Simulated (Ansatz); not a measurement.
# AlF₂HO + NH₃: a complex and its separated parts, part 1 of 2

Aim: how far the complex at one end of a reaction step lies below its separated, relaxed parts, level by level.

The runs use Ansatz 0.2.0, Gaussian basis; PBE0-D4/def2-TZVP structures, single points in def2-TZVPP, no counterpoise correction.

Levels: SPW92, PBE-D4, BLYP-D4, r2SCAN-D4, B97M-V, PBE0-D4, B3LYP-D4, r2SCAN0-D4, BHLYP-D4, CAM-B3LYP-D4, wB97X-V, wB97M-V, B2PLYP, PBE-QIDH, RPA on PBE, Hartree-Fock, MP2, CCSD, CCSD(T).

Correlated methods freeze the cores. B3LYP uses VWN-RPA correlation. B2PLYP carries no dispersion term here.

94 further runs of the same task are left out: 94 set aside as unsound or not needed.

## (1) The starting structure

The complex: 9 atoms, charge 0, spin multiplicity 1.

Atoms are counted from 1 here; the program's logs count them from 0.

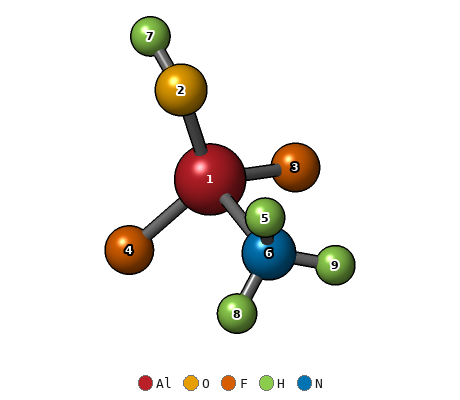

The starting geometry (aluminium red, oxygen amber, fluorine orange, hydrogen green, nitrogen blue); atoms are numbered from 1 in the order of the file.

Coordinates:

```xyz
9

Al   -0.7530   -0.3462    0.0987
O    -1.1910    1.2360   -0.3666
F    -0.9426   -1.5885   -0.9919
F    -0.9525   -0.8039    1.6860
H     1.3884    0.8983   -0.2611
N     1.2198   -0.0622    0.0238
H    -2.0814    1.5599   -0.4697
H     1.6521   -0.2119    0.9297
H     1.6603   -0.6816   -0.6487
```

Its parts: AlF₂HO holds atoms 1, 2, 3, 4, 7; NH₃ holds atoms 5, 6, 8, 9. Each part counts its atoms afresh in its own runs.

## (2) Relaxing AlF₂HO alone

Input file relax-a/in.yaml:

```yaml
crystal:
  periodic: [false, false, false]
  atoms:
    - {symbol: Al, position_ang: [-0.752959, -0.346221, 0.098728]}
    - {symbol: O, position_ang: [-1.191010, 1.236034, -0.366569]}
    - {symbol: F, position_ang: [-0.942621, -1.588491, -0.991889]}
    - {symbol: F, position_ang: [-0.952505, -0.803916, 1.685982]}
    - {symbol: H, position_ang: [-2.081437, 1.559932, -0.469664]}
basis:
  gaussian: {orbitals: def2-TZVP}
hamiltonian: {xc: pbe0, dispersion: d4}
relax: {f_tol: 0.005, max_steps: 200}
```

Started as:

```bash
> ansatz run in.yaml --threads 4 --pin off --events-out ev --progress --plain --max-ram 9574MiB
```

Log, cut to the lines that bear on the results:

```text
Functional definition: PBE0
  name "PBE0"
  cite "Adamo & Barone, J. Chem. Phys. 110, 6158 (1999) doi:10.1063/1.478522"
  cite "Perdew, Burke & Ernzerhof, Phys. Rev. Lett. 77, 3865 (1996) doi:10.1103/PhysRevLett.77.3865"
  parent pbe
[...]
786 factors; their error is unknown
[...]
mean field -14092.40424679 eV, -517.8863038949 hartree, gradient 1.2e-5 eV, S^2 0.000000; 0 other end points of the search recorded, 0 dependent functions left out
[...]
reference -14092.40427538 eV, -517.8863049457 hartree; 20, 20 occupied and 116, 116 virtual orbitals, 786 factors
[...]
reference -14092.83460780 eV, -517.9021193701 hartree; 20, 20 occupied and 116, 116 virtual orbitals, 786 factors
Total energy: -14092.89192049 eV, -517.9042255727 hartree
Atom 0 at    -1.040774    -0.382057     0.196971 Å, force    -0.000028     0.000008     0.000150 eV/Å
Atom 1 at    -1.529826     1.204116    -0.023364 Å, force     0.000098    -0.000017     0.000085 eV/Å
Atom 2 at    -0.916827    -1.441707    -1.045820 Å, force     0.000012     0.000070     0.000050 eV/Å
Atom 3 at    -0.672843    -0.896969     1.702509 Å, force    -0.000026    -0.000013    -0.000172 eV/Å
Atom 4 at    -1.760262     1.573954    -0.873708 Å, force    -0.000055    -0.000049    -0.000113 eV/Å
Dipole moment:    -0.116449     0.246028    -0.312809 e Å
```

It took 21 s on 4 threads of Arm Neoverse V1, shared host.

Along the way: (the energy doesn't fall at every step)

| step | energy from step 1 (eV) | largest force component (eV/Å) |
| --- | --- | --- |
| 1 | 0.0000 | 2.1787 |
| 2 | -0.2398 | 1.1032 |
| 3 | -0.3097 | 0.1420 |
| 4 | -0.3126 | 0.1621 |
| 5 | -0.3173 | 0.1211 |
| 6 | -0.3183 | 0.1499 |
| 7 | -0.3217 | 0.2217 |
| 8 | -0.3337 | 0.6121 |
| 9 | -0.3368 | 0.7797 |
| 10 | -0.3459 | 0.8177 |
| 11 | -0.0868 | 3.6457 |
| 12 | -0.3887 | 0.4604 |
| 13 | -0.4195 | 0.2293 |
| 14 | -0.4298 | 0.0413 |
| 15 | -0.4303 | 0.0182 |
| 16 | -0.4304 | 0.0067 |
| 17 | -0.4304 | 0.0002 |

Close pairs (by a distance rule), those that changed most:

| bond | before (Å) | after (Å) | change (Å) |
| --- | --- | --- | --- |
| Al1–O2 | 1.706 | 1.674 | -0.032 |
| Al1–F4 | 1.664 | 1.633 | -0.031 |
| Al1–F3 | 1.664 | 1.638 | -0.026 |
| O2–H5 | 0.953 | 0.955 | +0.002 |

## (3) Relaxing NH₃ alone

Input file relax-b/in.yaml:

```yaml
crystal:
  periodic: [false, false, false]
  atoms:
    - {symbol: H, position_ang: [1.388352, 0.898306, -0.261104]}
    - {symbol: N, position_ang: [1.219814, -0.062152, 0.023754]}
    - {symbol: H, position_ang: [1.652074, -0.211900, 0.929690]}
    - {symbol: H, position_ang: [1.660291, -0.681591, -0.648726]}
basis:
  gaussian: {orbitals: def2-TZVP}
hamiltonian: {xc: pbe0, dispersion: d4}
relax: {f_tol: 0.005, max_steps: 200}
```

Started as:

```bash
> ansatz run in.yaml --threads 4 --pin off --events-out ev --progress --plain --max-ram 9574MiB
```

Log, cut to the lines that bear on the results:

```text
[... 5 set-up lines as earlier in the session ...]
[...]
287 factors; their error is unknown
[...]
mean field -1537.79497643 eV, -56.5129230288 hartree, gradient 2.5e-5 eV, S^2 0.000000; 0 other end points of the search recorded, 0 dependent functions left out
[...]
Total energy: -1537.80844350 eV, -56.5134179346 hartree
Atom 0 at     1.396232     0.887695    -0.257932 Å, force    -0.000336    -0.001513     0.000450 eV/Å
Atom 1 at     1.203277    -0.065351     0.024641 Å, force     0.000347     0.001583    -0.000404 eV/Å
Atom 2 at     1.656447    -0.207622     0.918892 Å, force    -0.000026     0.000138     0.000501 eV/Å
Atom 3 at     1.664576    -0.672060    -0.641986 Å, force     0.000015    -0.000208    -0.000547 eV/Å
Dipole moment:     0.346404     0.063826    -0.017187 e Å
```

It took 0.85 s on 4 threads of Arm Neoverse V1, shared host.

The steps of the relaxation:

| step | energy from step 1 (eV) | largest force component (eV/Å) |
| --- | --- | --- |
| 1 | 0.0000 | 0.2339 |
| 2 | -0.0035 | 0.1034 |
| 3 | -0.0039 | 0.1161 |
| 4 | -0.0043 | 0.0016 |

Distances of close pairs at the start and the end, largest changes first:

| bond | before (Å) | after (Å) | change (Å) |
| --- | --- | --- | --- |
| H1–N2 | 1.016 | 1.013 | -0.003 |
| N2–H3 | 1.015 | 1.013 | -0.002 |
| N2–H4 | 1.015 | 1.013 | -0.002 |

## (4) SPW92/def2-TZVPP

Input file parta/in.yaml:

```yaml
crystal:
  periodic: [false, false, false]
  atoms:
    - {symbol: Al, position_ang: [-1.040774, -0.382057, 0.196971]}
    - {symbol: O, position_ang: [-1.529826, 1.204116, -0.023364]}
    - {symbol: F, position_ang: [-0.916827, -1.441707, -1.045820]}
    - {symbol: F, position_ang: [-0.672843, -0.896969, 1.702509]}
    - {symbol: H, position_ang: [-1.760262, 1.573954, -0.873708]}
basis:
  gaussian: {orbitals: def2-TZVPP}
hamiltonian: {xc: lda}
```

Input file partb/in.yaml:

```yaml
crystal:
  periodic: [false, false, false]
  atoms:
    - {symbol: H, position_ang: [1.396232, 0.887695, -0.257932]}
    - {symbol: N, position_ang: [1.203277, -0.065351, 0.024641]}
    - {symbol: H, position_ang: [1.656447, -0.207622, 0.918892]}
    - {symbol: H, position_ang: [1.664576, -0.672060, -0.641986]}
basis:
  gaussian: {orbitals: def2-TZVPP}
hamiltonian: {xc: lda}
```

Each run has its own folder and the same command.

Started as:

```bash
> ansatz run in.yaml --threads 4 --pin off --events-out ev --progress --plain --max-ram 9574MiB
```

Output in parta, cut to the lines that bear on the results:

```text
Functional definition: SPW92
  name "SPW92"
  cite "Dirac, Proc. Camb. Phil. Soc. 26, 376 (1930) doi:10.1017/S0305004100016108"
  cite "Slater, Phys. Rev. 81, 385 (1951) doi:10.1103/PhysRev.81.385"
  cite "Perdew & Wang, Phys. Rev. B 45, 13244 (1992) doi:10.1103/PhysRevB.45.13244"
[...]
791 factors; their error is unknown
[...]
mean field -14025.68101925 eV, -515.4342705094 hartree, gradient 6.0e-5 eV, S^2 0.000000; 0 other end points of the search recorded, 0 dependent functions left out
reference -14025.68105624 eV, -515.4342718686 hartree; 20, 20 occupied and 129, 129 virtual orbitals, 791 factors
Total energy: -14025.68105624 eV, -515.4342718686 hartree
```

Log of partb, cut to the lines that bear on the results:

```text
[... 5 set-up lines as earlier in the session ...]
[...]
332 factors; their error is unknown
[...]
mean field -1526.58939028 eV, -56.1011253335 hartree, gradient 8.6e-5 eV, S^2 0.000000; 0 other end points of the search recorded, 0 dependent functions left out
reference -1526.58940968 eV, -56.1011260464 hartree; 5, 5 occupied and 68, 68 virtual orbitals, 332 factors
Total energy: -1526.58940968 eV, -56.1011260464 hartree
```

They took 0.5 s (parta), 0.15 s (partb) on 4 threads of Arm Neoverse V1, shared host.

## (5) PBE-D4/def2-TZVPP

The same edit goes into each in.yaml of step 4 (parta, partb):

```diff
-hamiltonian: {xc: lda}
+hamiltonian: {xc: pbe, dispersion: d4}
```

The same command starts each run, in its folder.

Started as:

```bash
> ansatz run in.yaml --threads 4 --pin off --events-out ev --progress --plain --max-ram 9574MiB
```

parta printed, cut to the lines that bear on the results:

```text
Functional definition: PBE
  name "PBE"
[... 2 set-up lines as earlier in the session ...]
[...]
791 factors; their error is unknown
[...]
mean field -14092.33518619 eV, -517.8837659647 hartree, gradient 5.2e-5 eV, S^2 0.000000; 0 other end points of the search recorded, 0 dependent functions left out
reference -14092.33522615 eV, -517.8837674331 hartree; 20, 20 occupied and 129, 129 virtual orbitals, 791 factors
Total energy: -14092.40400718 eV, -517.8862950893 hartree
```

partb printed, cut to the lines that bear on the results:

```text
[... 4 set-up lines as earlier in the session ...]
[...]
332 factors; their error is unknown
[...]
mean field -1537.73154053 eV, -56.5105918028 hartree, gradient 5.8e-5 eV, S^2 0.000000; 0 other end points of the search recorded, 0 dependent functions left out
reference -1537.73156088 eV, -56.5105925505 hartree; 5, 5 occupied and 68, 68 virtual orbitals, 332 factors
Total energy: -1537.74293894 eV, -56.5110106866 hartree
```

Wall times: 0.76 s (parta), 0.2 s (partb) on 4 threads of Arm Neoverse V1, shared host.

## (6) BLYP-D4/def2-TZVPP

The same edit goes into each in.yaml of step 5 (parta, partb):

```diff
-hamiltonian: {xc: pbe, dispersion: d4}
+hamiltonian: {xc: {name: BLYP}, dispersion: d4}
```

The same command starts each run, in its folder.

Started as:

```bash
> ansatz run in.yaml --threads 4 --pin off --events-out ev --progress --plain --max-ram 9574MiB
```

parta printed, cut to the lines that bear on the results:

```text
Functional definition: BLYP
  name "BLYP"
  cite "Becke, Phys. Rev. A 38, 3098 (1988) doi:10.1103/PhysRevA.38.3098"
  cite "Lee, Yang & Parr, Phys. Rev. B 37, 785 (1988) doi:10.1103/PhysRevB.37.785"
[...]
791 factors; their error is unknown
[...]
mean field -14103.01263980 eV, -518.2761551475 hartree, gradient 4.0e-5 eV, S^2 0.000000; 0 other end points of the search recorded, 0 dependent functions left out
reference -14103.01293580 eV, -518.2761660250 hartree; 20, 20 occupied and 129, 129 virtual orbitals, 791 factors
Total energy: -14103.16627920 eV, -518.2818012910 hartree
```

Log of partb, cut to the lines that bear on the results:

```text
[... 4 set-up lines as earlier in the session ...]
[...]
332 factors; their error is unknown
[...]
mean field -1539.10792722 eV, -56.5611730805 hartree, gradient 5.3e-5 eV, S^2 0.000000; 0 other end points of the search recorded, 0 dependent functions left out
reference -1539.10811279 eV, -56.5611799002 hartree; 5, 5 occupied and 68, 68 virtual orbitals, 332 factors
Total energy: -1539.13556241 eV, -56.5621886552 hartree
```

They took 0.75 s (parta), 0.2 s (partb) on 4 threads of Arm Neoverse V1, shared host.

## (7) r2SCAN-D4/def2-TZVPP

The same edit goes into each in.yaml of step 6 (parta, partb):

```diff
-hamiltonian: {xc: {name: BLYP}, dispersion: d4}
+hamiltonian: {xc: r2scan, dispersion: d4}
```

The same command starts each run, in its folder.

Started as:

```bash
> ansatz run in.yaml --threads 4 --pin off --events-out ev --progress --plain --max-ram 9574MiB
```

Output in parta, cut to the lines that bear on the results:

```text
Functional definition: r2SCAN
  name "r2SCAN"
  cite "Furness, Kaplan, Ning, Perdew & Sun, J. Phys. Chem. Lett. 11, 8208 (2020) doi:10.1021/acs.jpclett.0c02405"
  cite "Furness, Kaplan, Ning, Perdew & Sun, J. Phys. Chem. Lett. 11, 9248 (2020) doi:10.1021/acs.jpclett.0c03077"
  parent r2scan
[...]
791 factors; their error is unknown
[...]
mean field -14099.57839603 eV, -518.1499490167 hartree, gradient 7.2e-5 eV, S^2 0.000000; 0 other end points of the search recorded, 0 dependent functions left out
reference -14099.57840806 eV, -518.1499494588 hartree; 20, 20 occupied and 129, 129 virtual orbitals, 791 factors
Total energy: -14099.59395135 eV, -518.1505206641 hartree
```

partb printed, cut to the lines that bear on the results:

```text
[... 5 set-up lines as earlier in the session ...]
[...]
332 factors; their error is unknown
[...]
mean field -1538.76470996 eV, -56.5485600788 hartree, gradient 3.0e-5 eV, S^2 0.000000; 0 other end points of the search recorded, 0 dependent functions left out
reference -1538.76471642 eV, -56.5485603161 hartree; 5, 5 occupied and 68, 68 virtual orbitals, 332 factors
Total energy: -1538.76742940 eV, -56.5486600164 hartree
```

Wall times: 1.8 s (parta), 0.55 s (partb) on 4 threads of Arm Neoverse V1, shared host.

## (8) B97M-V/def2-TZVPP

Each input of step 7 (parta, partb) changes in the same lines:

```diff
-hamiltonian: {xc: r2scan, dispersion: d4}
+hamiltonian: {xc: {name: B97M-V}}
```

Each run has its own folder and the same command.

Started as:

```bash
> ansatz run in.yaml --threads 4 --pin off --events-out ev --progress --plain --max-ram 9574MiB
```

parta printed, cut to the lines that bear on the results:

```text
Functional definition: B97M-V
  name "B97M-V"
  cite "Mardirossian & Head-Gordon, J. Chem. Phys. 142, 074111 (2015) doi:10.1063/1.4907719"
  cite "Becke, J. Chem. Phys. 107, 8554 (1997) doi:10.1063/1.475007"
  cite "Vydrov & Van Voorhis, J. Chem. Phys. 133, 244103 (2010) doi:10.1063/1.3521275"
  # Of w^i u^j: cxij and so on, Table III.
[...]
  gx(w, u) = cx00 + cx01*u + cx02*u^2 + (cx10 + cx11*u)*w
[...]
  gos(w, u) = cos00 + cos01*u + cos03*u^3 + cos10*w + cos32*w^3*u^2
[...]
      + integral(e_c_pw_mod_opposite_spin*gos(b97_w_opposite, b97_u_opposite)) + vv10(b, c)
791 factors; their error is unknown
[...]
mean field -14099.17602608 eV, -518.1351621938 hartree, gradient 5.2e-5 eV, S^2 0.000000; 0 other end points of the search recorded, 0 dependent functions left out
reference -14099.17608325 eV, -518.1351642948 hartree; 20, 20 occupied and 129, 129 virtual orbitals, 791 factors
Total energy: -14099.17608325 eV, -518.1351642948 hartree
```

Log of partb, cut to the lines that bear on the results:

```text
[... 5 set-up lines as earlier in the session ...]
  # Of w^i u^j: cxij and so on, Table III.
[...]
  gx(w, u) = cx00 + cx01*u + cx02*u^2 + (cx10 + cx11*u)*w
[...]
  gos(w, u) = cos00 + cos01*u + cos03*u^3 + cos10*w + cos32*w^3*u^2
[...]
      + integral(e_c_pw_mod_opposite_spin*gos(b97_w_opposite, b97_u_opposite)) + vv10(b, c)
332 factors; their error is unknown
[...]
mean field -1539.38744943 eV, -56.5714453324 hartree, gradient 4.5e-5 eV, S^2 0.000000; 0 other end points of the search recorded, 0 dependent functions left out
reference -1539.38748226 eV, -56.5714465386 hartree; 5, 5 occupied and 68, 68 virtual orbitals, 332 factors
Total energy: -1539.38748226 eV, -56.5714465386 hartree
```

Wall times: 2.7 s (parta), 0.65 s (partb) on 4 threads of Arm Neoverse V1, shared host.

## (9) PBE0-D4/def2-TZVPP

Each input of step 8 (parta, partb) changes in the same lines:

```diff
-hamiltonian: {xc: {name: B97M-V}}
+hamiltonian: {xc: pbe0, dispersion: d4}
+output: {orbitals: {seedname: orbitals}}
```

Each run has its own folder and the same command.

Started as:

```bash
> ansatz run in.yaml --threads 4 --pin off --events-out ev --progress --plain --max-ram 9574MiB
```

Log of parta, cut to the lines that bear on the results:

```text
[... 5 set-up lines as earlier in the session ...]
[...]
822 factors; their error is unknown
[...]
mean field -14092.88676553 eV, -517.9040361314 hartree, gradient 3.1e-5 eV, S^2 0.000000; 0 other end points of the search recorded, 0 dependent functions left out
reference -14092.88679417 eV, -517.9040371839 hartree; 20, 20 occupied and 129, 129 virtual orbitals, 822 factors
Total energy: -14092.94410686 eV, -517.9061433865 hartree
```

partb printed, cut to the lines that bear on the results:

```text
[... 5 set-up lines as earlier in the session ...]
[...]
332 factors; their error is unknown
[...]
mean field -1537.87184325 eV, -56.5157478325 hartree, gradient 7.2e-6 eV, S^2 0.000000; 0 other end points of the search recorded, 0 dependent functions left out
reference -1537.87185917 eV, -56.5157484174 hartree; 5, 5 occupied and 68, 68 virtual orbitals, 332 factors
Total energy: -1537.88097503 eV, -56.5160834190 hartree
```

Wall times: 1 s (parta), 0.25 s (partb) on 4 threads of Arm Neoverse V1, shared host.

## (10) B3LYP-D4/def2-TZVPP

Each input of step 9 (parta, partb) changes in the same lines:

```diff
-hamiltonian: {xc: pbe0, dispersion: d4}
-output: {orbitals: {seedname: orbitals}}
+hamiltonian: {xc: {name: B3LYP}, dispersion: d4}
```

One command serves all of them, each in its own folder.

Started as:

```bash
> ansatz run in.yaml --threads 4 --pin off --events-out ev --progress --plain --max-ram 9574MiB
```

Output in parta, cut to the lines that bear on the results:

```text
Functional definition: B3LYP
  name "B3LYP"
  cite "Stephens, Devlin, Chabalowski & Frisch, J. Phys. Chem. 98, 11623 (1994) doi:10.1021/j100096a001"
[... 2 set-up lines as earlier in the session ...]
  cite "Vosko, Wilk & Nusair, Can. J. Phys. 58, 1200 (1980) doi:10.1139/p80-159"
[...]
815 factors; their error is unknown
[...]
mean field -14104.10978273 eV, -518.3164744064 hartree, gradient 3.3e-5 eV, S^2 0.000000; 0 other end points of the search recorded, 0 dependent functions left out
reference -14104.10999988 eV, -518.3164823864 hartree; 20, 20 occupied and 129, 129 virtual orbitals, 815 factors
Total energy: -14104.22212778 eV, -518.3206030106 hartree
```

Output in partb, cut to the lines that bear on the results:

```text
[... 6 set-up lines as earlier in the session ...]
[...]
332 factors; their error is unknown
[...]
mean field -1539.85469737 eV, -56.5886163773 hartree, gradient 2.5e-5 eV, S^2 0.000000; 0 other end points of the search recorded, 0 dependent functions left out
reference -1539.85483698 eV, -56.5886215080 hartree; 5, 5 occupied and 68, 68 virtual orbitals, 332 factors
Total energy: -1539.87289800 eV, -56.5892852382 hartree
```

Wall times: 1.1 s (parta), 0.25 s (partb) on 4 threads of Arm Neoverse V1, shared host.

## (11) r2SCAN0-D4/def2-TZVPP

Each input of step 10 (parta, partb) changes in the same lines:

```diff
-hamiltonian: {xc: {name: B3LYP}, dispersion: d4}
+hamiltonian: {xc: {name: r2SCAN0}, dispersion: d4}
```

One command serves all of them, each in its own folder.

Started as:

```bash
> ansatz run in.yaml --threads 4 --pin off --events-out ev --progress --plain --max-ram 9574MiB
```

parta printed, cut to the lines that bear on the results:

```text
Functional definition: r2SCAN0
  name "r2SCAN0"
  cite "Bursch, Neugebauer, Ehlert & Grimme, J. Chem. Phys. 156, 134105 (2022) doi:10.1063/5.0086040"
[... 3 set-up lines as earlier in the session ...]
[...]
822 factors; their error is unknown
[...]
mean field -14098.38524485 eV, -518.1061015196 hartree, gradient 2.5e-5 eV, S^2 0.000000; 0 other end points of the search recorded, 0 dependent functions left out
reference -14098.38525419 eV, -518.1061018629 hartree; 20, 20 occupied and 129, 129 virtual orbitals, 822 factors
Total energy: -14098.40370322 eV, -518.1067798520 hartree
```

partb printed, cut to the lines that bear on the results:

```text
[... 6 set-up lines as earlier in the session ...]
[...]
332 factors; their error is unknown
[...]
mean field -1538.56924469 eV, -56.5413768628 hartree, gradient 4.4e-5 eV, S^2 0.000000; 0 other end points of the search recorded, 0 dependent functions left out
reference -1538.56924978 eV, -56.5413770497 hartree; 5, 5 occupied and 68, 68 virtual orbitals, 332 factors
Total energy: -1538.57225113 eV, -56.5414873472 hartree
```

Wall times: 1.9 s (parta), 0.55 s (partb) on 4 threads of Arm Neoverse V1, shared host.

## (12) BHLYP-D4/def2-TZVPP

Each input of step 11 (parta, partb) changes in the same lines:

```diff
-hamiltonian: {xc: {name: r2SCAN0}, dispersion: d4}
+hamiltonian: {xc: {name: BHLYP}, dispersion: d4}
```

The same command starts each run, in its folder.

Started as:

```bash
> ansatz run in.yaml --threads 4 --pin off --events-out ev --progress --plain --max-ram 9574MiB
```

Log of parta, cut to the lines that bear on the results:

```text
Functional definition: BHLYP
  name "BHLYP"
  cite "Becke, J. Chem. Phys. 98, 1372 (1993) doi:10.1063/1.464304"
[... 2 set-up lines as earlier in the session ...]
[...]
891 factors; their error is unknown
[...]
mean field -14100.68289159 eV, -518.1905384797 hartree, gradient 2.5e-5 eV, S^2 0.000000; 0 other end points of the search recorded, 0 dependent functions left out
reference -14100.68303361 eV, -518.1905436989 hartree; 20, 20 occupied and 129, 129 virtual orbitals, 891 factors
Total energy: -14100.76986750 eV, -518.1937347854 hartree
```

Output in partb, cut to the lines that bear on the results:

```text
[... 5 set-up lines as earlier in the session ...]
[...]
346 factors; their error is unknown
[...]
mean field -1538.73561452 eV, -56.5474908410 hartree, gradient 7.6e-5 eV, S^2 0.000000; 0 other end points of the search recorded, 0 dependent functions left out
reference -1538.73571116 eV, -56.5474943926 hartree; 5, 5 occupied and 68, 68 virtual orbitals, 346 factors
Total energy: -1538.74641142 eV, -56.5478876200 hartree
```

They took 1.1 s (parta), 0.25 s (partb) on 4 threads of Arm Neoverse V1, shared host.

(Continued in part 2 of 2.)
